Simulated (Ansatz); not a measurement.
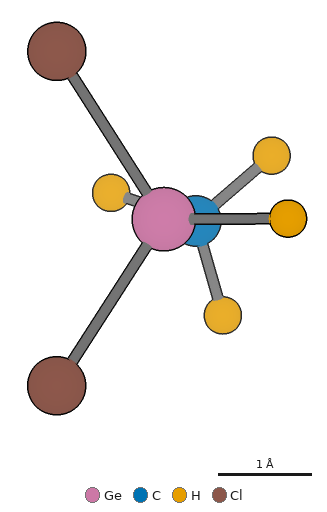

Starting structure of CH4Cl2Ge. The picture is a ball-and-stick view, seen from a free direction.

The run prepares the start of a later molecular dynamics calculation, from a guessed geometry.

Theory: RKS B3LYP-D4/def2-SVP in Ansatz 0.2.0.

The input:
```yaml
crystal:
  periodic: [false, false, false]
  atoms:
    - { symbol: Ge, position_ang: [0.0, 0.0, 0.0] }
    - { symbol: C, position_ang: [0.0, 0.0, 1.96] }
    - { symbol: H, position_ang: [-0.9996, -0.3092, 2.3305] }
    - { symbol: H, position_ang: [0.7676, -0.7111, 2.3305] }
    - { symbol: H, position_ang: [0.232, 1.0203, 2.3305] }
    - { symbol: Cl, position_ang: [2.0935, 0.0, -0.7393] }
    - { symbol: H, position_ang: [-0.73, 1.2648, -0.5162] }
    - { symbol: Cl, position_ang: [-1.0456, -1.8115, -0.7393] }
basis:
  gaussian: { orbitals: def2-SVP }
hamiltonian:
  xc: b3lyp
  dispersion: d4
relax:
  f_tol: 0.02
  max_steps: 40
```

Command:
```bash
ansatz run input.yaml --threads 4 --pin off --max-ram 5120MiB --backend cpu --events-out ev --progress --plain --runs-dir out
```

Q: Where does the relaxation end?

A: The atom that moves furthest after the best rigid fit is H5 (0.25 Å). By element the largest moves are H 0.25 Å, Cl 0.15 Å, Ge 0.05 Å, C 0.01 Å. Some distances before and after: Ge1–Cl6 2.220 → 2.174 Å, Ge1–C2 1.960 → 1.945 Å, Ge1–H7 1.549 → 1.537 Å, C2–H3 1.110 → 1.100 Å. Bond angles that change, for instance: C2–Ge1–H7 109.5° → 116.5°. After 7 accepted moves (10 points after the start) the energy has fallen by 1.81 kcal/mol. Largest force component: 0.73 eV/Å at the start, 0.014 eV/Å at the end. The line search rejected the trial steps at points 4, 6, 7 of the run. The forces were under the threshold at step 8, but the run went on from there. The run took 27 s on 4 threads of Intel(R) Xeon(R) Platinum 8259CL CPU @ 2.50GHz (Skylake/Cascade Lake) (shared host), peak memory 0.29 GiB.

History of the run:

```csv
step,"E − E(0), kcal/mol","largest force component, eV/Å",note
0,0.00,0.7290,
1,-1.40,0.2390,
2,-1.69,0.0600,
3,-1.77,0.0275,
4,-1.77,0.1891,rejected
5,-1.80,0.0310,
6,-1.80,0.1122,rejected
7,-1.76,0.1473,rejected
8,-1.81,0.0108,
9,-1.81,0.0409,
10,-1.81,0.0142,
```

Final geometry:

```xyz
8

Ge   -0.0295    0.0310    0.0212
C     0.0030   -0.0086    1.9650
H    -1.0234   -0.1038    2.3505
H     0.5987   -0.8708    2.2975
H     0.4576    0.9180    2.3470
Cl    2.0186    0.1302   -0.7024
H    -0.8070    1.1866   -0.6288
Cl   -0.9000   -1.8292   -0.6933
```

The end point in the same view:

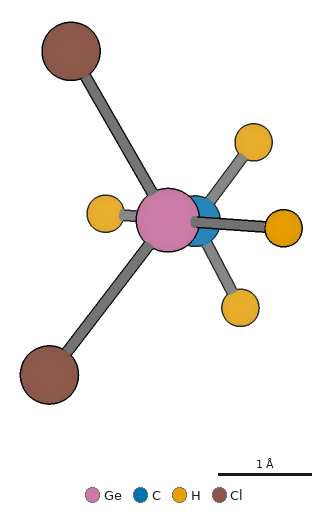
